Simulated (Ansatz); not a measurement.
Take ZnO in the wurtzite structure (space group P6_3mc, No. 186; a = 3.2352 Å, c = 5.2113 Å) as the base.

It is then changed as follows: hole doping at 1.0×10^21 cm⁻³ (0.0472 per cell), with a uniform compensating background at fixed cell and a 300 K Fermi–Dirac width.

The values are results of plane-wave PAW DFT at the r2SCAN level (Ansatz, a quantum-chemistry and plane-wave program, 500 eV), no SOC, earlier PAW set, not measurements.

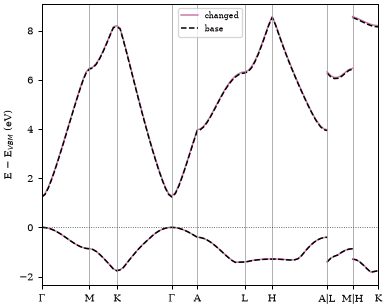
Fig. 1. Highest valence and lowest conduction band along the path, each from its own valence-band maximum

The gap is 1.27 eV, direct at Γ; the base has 1.23 eV.

Charged cell with a jellium background: band edges are those of the host's band count, energies are not comparable with the neutral cell, and many-body gap narrowing is missing. Whether these cells are dynamically stable was not tested.
